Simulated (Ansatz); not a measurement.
Electronic density of states of amorphous Si₃₀N₄₅Ta₃, density 3.78 g/cm³, on a 2×2×2 Γ-centred mesh with a Gaussian width of 0.1 eV; energies count from the Fermi level, whose place inside the gap is arbitrary. Cell and mesh are small, so fine structure isn't converged. Computed with PBE, scalar-relativistic without spin-orbit coupling (plane waves to 420 eV, PAW; Ansatz, a quantum-chemistry and plane-wave program). Sampling: a 2×2×2 Γ-centred mesh; Fermi-Dirac width 0.02 eV; no spin polarisation. At PBE the levels at the filled edge of the gap are localised (band-tail or defect states), and the nearest spread-out levels lie 2.4 eV apart at the zone centre.

It comes from a melt-quench run on a machine-learned potential (CHGNet), relaxed afterwards by DFT. N atoms were pushed apart under 1.9 Å during the dynamics, to hinder bonds among them. The hot cell started wider than the set density and was brought back towards it in steps. It is the lowest in DFT energy of 2 quenches. It is a model cell: composition and starting density were chosen by hand, and all elements were melted together. No dispersion term was used. Its density started from a set value of 3.78 and ended at 3.78 g/cm³. The quench (nominally 380 K/ps over its main leg) was far faster than any real one, so the model tends to hold more defects than a real film. Values belong to this one cell and scatter from quench to quench. The volume was held where the preparation left it and the shape relaxed, at a PBE pressure of -1.4 GPa (tension). Stress components on the final sampling reach 1.5 GPa. On a 2×2×2 Γ-centred mesh force components of up to 0.16 eV/Å stay, since the relaxation ran on the zone centre alone.

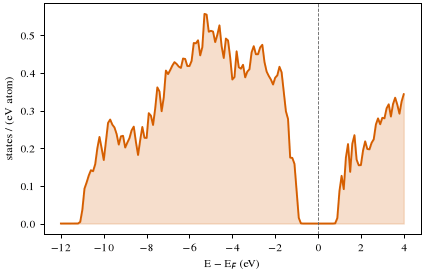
Figure. Density of states per atom

The level gap on this mesh is 2.06 eV; the broadening fills part of it in the curve.
